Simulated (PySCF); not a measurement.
# CH3F6NSi2: what the fields show

```
atom    x (Å)    y (Å)    z (Å)
  Si  -1.5021   0.6184  -0.2976
   F  -2.4127   0.6706   1.0142
   F  -1.2584   2.0925  -0.8592
   F  -2.3401  -0.2012  -1.3829
   N   0.0139  -0.0719   0.0624
   C   0.0286  -1.3033   0.8739
  Si   1.4721   0.5998  -0.5185
   F   1.3611   0.9706  -2.0671
   F   1.9217   1.9297   0.2415
   F   2.6340  -0.4786  -0.3100
   H  -0.6034  -1.1841   1.7658
   H   1.0497  -1.5283   1.2057
   H  -0.3338  -2.1663   0.2939
```

Geometry: PBE0-D3(BJ)/def2-SVP.

Level of theory: PBE0/pcSseg-1, SCF density, gas phase, non-relativistic (PySCF).

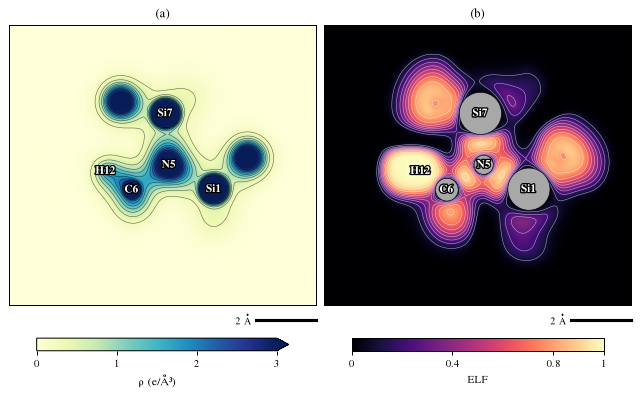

Figure 1. (a) total electron density; (b) electron localisation function on the plane of atoms Si1, N5 and Si7. Grey discs cover the atomic cores in the ELF map.

> Interpret the plot.

The plane passes through Si, N, C and H nuclei.
C–N (1.47 Å): ρ is about 1.7 e/Å³ halfway; the ELF peaks at about 0.90 between the atoms; a shared electron pair.
Si–N (1.70 Å): ρ at the midpoint is about 1.2 e/Å³; the ELF peaks at about 0.90 between the atoms; a polar covalent bond.
C–H (1.10 Å): ρ at the midpoint is about 2 e/Å³; the ELF climbs to about 1 towards the hydrogen, as it does in any bond to H; an ordinary covalent bond to hydrogen.
The ELF also peaks beside F3 and F10, away from the bonds: lone-pair regions.

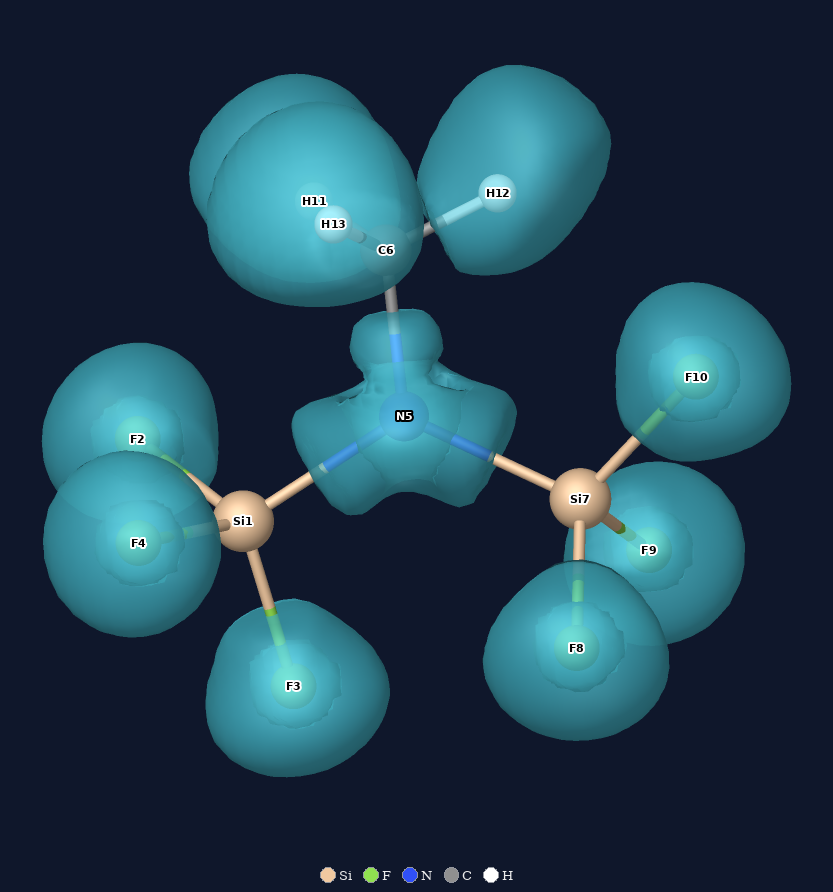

Figure 2. Isosurface of the ELF at 0.75 (cyan), seen across its widest extent. Only the valence region is drawn (cores and ρ < 0.01 e/Å³ removed).

> Describe the localisation domains.

The surface consists of three regions around hydrogen nuclei, one region on N in which the atom's valence shell and bonds are merged and six regions wrapped around F (its lone pairs, merged into a ring or cap). Profiles from the grid: Si–F (1.60 Å): the ELF peaks at about 0.85 in the valence shell of F, 0.6 Å from its nucleus, and is about 0.50 at the midpoint.

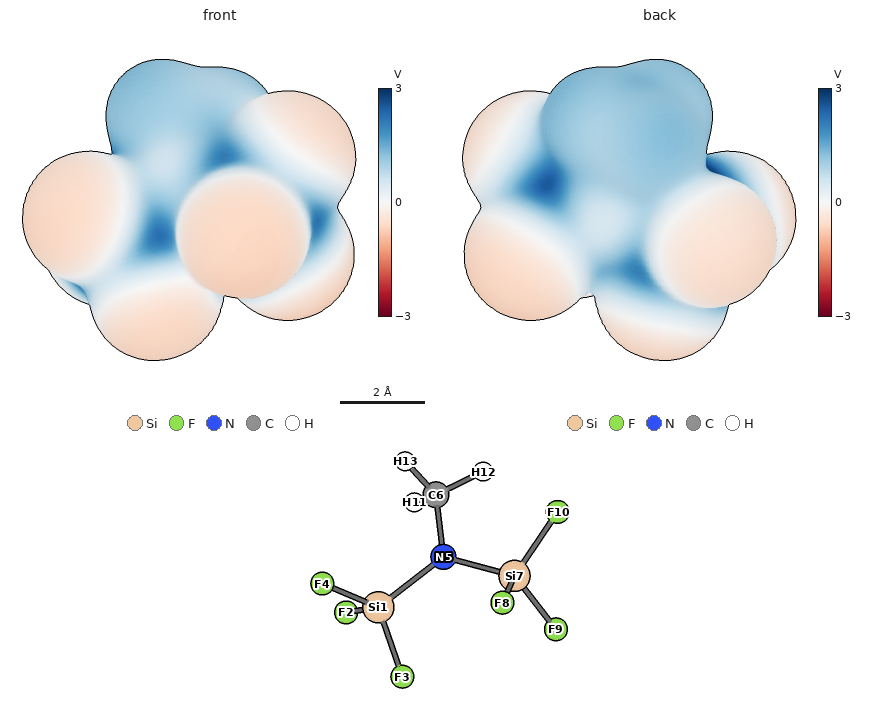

Figure 3. The molecular electrostatic potential painted on the density surface at 0.002 e/bohr³, seen from the front and from behind; red is negative and blue positive. The bare structure is drawn below in the same view.

> Which sites attract a positive test charge, and which a negative one?

A positive charge is drawn to the negative regions and a negative charge to the positive ones. The most negative region (about −0.7 V) lies over F8 and F9, the most positive (about +2.4 V) over Si1 and Si7.

> How polar is the molecule by this calculation?

Its dipole moment is 2.75 D.
